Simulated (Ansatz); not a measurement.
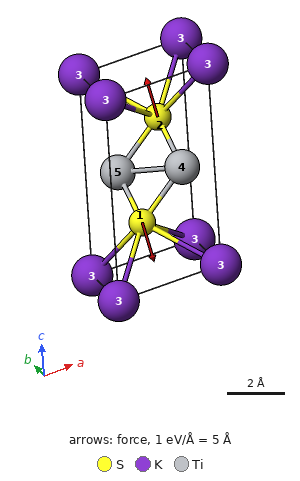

Starting geometry of a crystal of KTi2S2 (a generated structure, set up in I4/mmm) with the computed forces as red arrows. A ball-and-stick model of the cell of the calculation, seen slightly off an axis.

The start is a swapped structure.

Method: DFT, PAW plane waves, PBE (Ansatz 0.2.0). Settings: plane-wave cutoff 420 eV; k-point mesh 7 × 7 × 7; occupations fermi dirac; smearing width 0.1 eV; no spin polarisation; cell and atoms relaxed; force threshold 0.03 eV/Å; at most 80 steps.

Is this structure relaxed? If not, where do the atoms go?

Answer. It isn't relaxed: the largest force vector, on S atoms, is 0.31 eV/Å. The atoms end up moving mostly along the starting forces (cosine between the two patterns 1.00). The largest moves relative to the cell, 0.072 Å, are those of S1 and S2. S2 goes along [−1 −1 2]. Ti and K stay in place. Cell: a = b 3.895 → 3.823 Å (−1.8 %), c 7.142 → 7.101 Å (−0.6 %), α 74.2° → 74.4°, β 74.2° → 74.4°. Volume −4.0 %. Near-neighbour distances that change, for instance: S1–K3 3.315 → 3.229 Å, Ti4–Ti5 2.754 → 2.703 Å, S1–Ti4 2.428 → 2.440 Å. The space group stays I4/mmm (No. 139). After 3 accepted moves (4 points after the start) the energy has risen by 77.2 meV per cell of the calculation. With the target pressure of 5 GPa, the enthalpy E + pV changes by −47.6 meV per cell of the calculation. Largest force component: 0.31 eV/Å at the start, under 0.0001 eV/Å at the end. Pressure: 3.48 GPa at the start and 5.00 GPa at the end. The SCF was repeated once at an unchanged geometry on a basis and grid sized afresh for the cell, which shifted the energy by 0.3 meV per cell of the calculation at most. The run took 37 s on 2 threads of Arm Neoverse V1 (shared host), peak memory 0.44 GiB.
